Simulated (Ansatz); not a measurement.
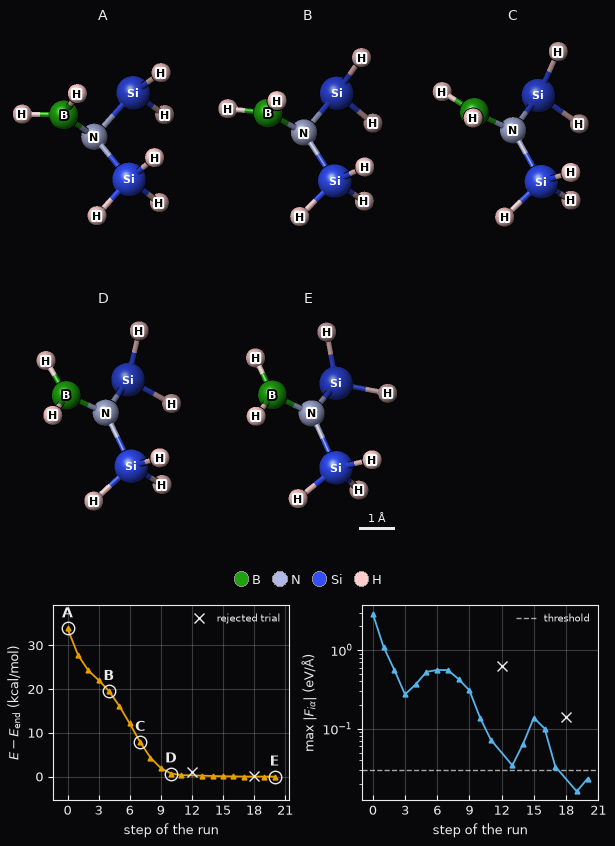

Frames of a relaxation of BSi$_{2}$NH$_{7}$ (multiplicity 2) (coarse preliminary run), marked on the history of the run. Style: ball-and-stick. Shown at a tilt.

The start comes from a force field.

Level of theory: UKS PBE-D4/def2-SVP (Ansatz).

Input
```yaml
crystal:
  periodic: [false, false, false]
  atoms:
    - {symbol: B, position_ang: [-0.079500, 1.536300, 0.555700]}
    - {symbol: N, position_ang: [-0.712200, 0.184300, 0.341000]}
    - {symbol: Si, position_ang: [-1.183100, 0.026200, -1.401800]}
    - {symbol: Si, position_ang: [0.658400, -0.994700, 0.688400]}
    - {symbol: H, position_ang: [-0.624400, 2.307000, 1.306500]}
    - {symbol: H, position_ang: [0.820600, 1.959000, -0.066900]}
    - {symbol: H, position_ang: [-1.705100, -1.302400, -1.625000]}
    - {symbol: H, position_ang: [0.074300, 0.227100, -2.246300]}
    - {symbol: H, position_ang: [0.077100, -2.349400, 0.510700]}
    - {symbol: H, position_ang: [1.004900, -0.879300, 2.120100]}
    - {symbol: H, position_ang: [1.734500, -0.770900, -0.161900]}
basis:
  gaussian: {orbitals: def2-SVP}
magnetization: {spin_polarized: true, initial_magnetization: 1}
hamiltonian: {xc: pbe, dispersion: d4}
relax: {f_tol: 0.03, max_steps: 200}
```

Run as
```bash
ansatz run in.yaml --threads 4 --pin off --events-out ev --progress --plain --max-ram 10444MiB
```

Question: Describe the path.

Answer: After 18 accepted moves (20 points after the start) the energy has fallen by 33.9 kcal/mol. Largest force component: 2.9 eV/Å at the start, 0.023 eV/Å at the end. The line search rejected the trial steps at points 12, 18 of the run. H8 moves most after the best rigid fit: 1.83 Å. Largest moves by element: H 1.83 Å, N 0.63 Å, Si 0.34 Å, B 0.18 Å. Among the contacts that change: Si4–H11 1.390 → 1.503 Å, B1–N2 1.508 → 1.424 Å, Si3–H7 1.445 → 1.511 Å, N2–Si4 1.841 → 1.793 Å. Bond angles that change, for instance: B1–N2–Si4 103.6° → 119.3°, B1–N2–Si3 108.9° → 120.8°, Si3–N2–Si4 108.6° → 119.8°. Cost: 35 s on 4 threads of Arm Neoverse V1, with other jobs on the host. From step 0 to 4: H8 moves most (0.58 Å), energy −14.3 kcal/mol. From step 4 to 7: H atoms move most (0.57 Å), energy −11.6 kcal/mol. From step 7 to 10: H5 moves most (0.60 Å), energy −7.21 kcal/mol. From step 10 to 20: H7 moves most (0.65 Å), energy −0.71 kcal/mol.
